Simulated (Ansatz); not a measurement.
**SnGe₁₅: density, localisation and related maps**

SnGe₁₅, 64 atoms, a = 11.36 Å, b = 11.36 Å, c = 11.53 Å, α = 90.00°, β = 90.00°, γ = 90.00°.

Space group P1.

Theory: DFT r2SCAN, scalar-relativistic, plane waves, PAW (Ansatz).

In a PAW calculation such maps are meaningful between the atoms, not at the nuclei.

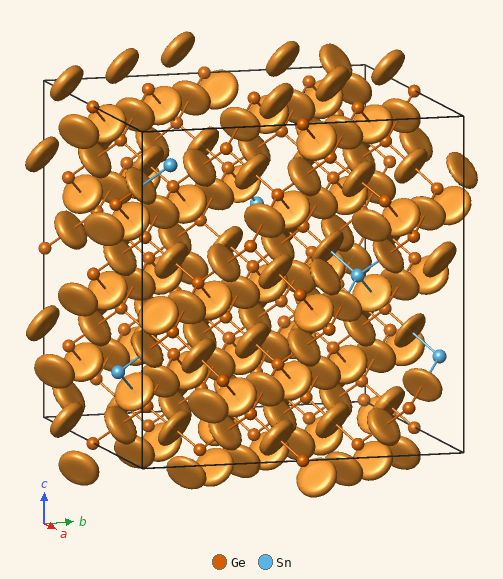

Figure 1. Isosurface of the ELF at 0.65 (orange), seen slightly off an axis. Core shells and regions of very low density are left out. Sticks mark near contacts.

Question: Identify the bonds, lone pairs and shells in this picture.

Answer: At this value the surface marks out 112 regions between bonded Ge–Ge atoms (shared pairs) and 16 regions between bonded Ge–Sn atoms (shared pairs), counted in one cell of 64 atoms. Any copies at cell faces, edges or corners count once. Profiles from the grid: Ge–Ge (2.43 Å): the ELF peaks at about 0.80 between the atoms, as expected for a covalent bond. Sn–Ge (2.59 Å): the ELF peaks at about 0.75 between the atoms.

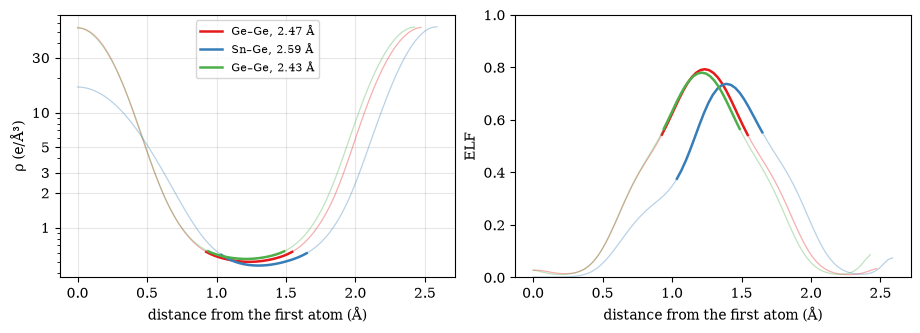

Figure 2. Valence charge density (pseudo) and ELF along straight lines between neighbouring atoms. Thin, pale parts lie inside the atomic spheres.

Question: Compare the contacts.

Answer: Ge–Ge (2.47 Å): ρ is about 0.5 e/Å³ halfway; the ELF peaks at about 0.80 between the atoms: localised, covalent bonding.
Sn–Ge (2.59 Å): ρ is about 0.47 e/Å³ halfway; the ELF peaks at about 0.75 between the atoms.
Ge–Ge (2.43 Å): ρ is about 0.53 e/Å³ halfway; the ELF peaks at about 0.80 between the atoms (a covalent bond).
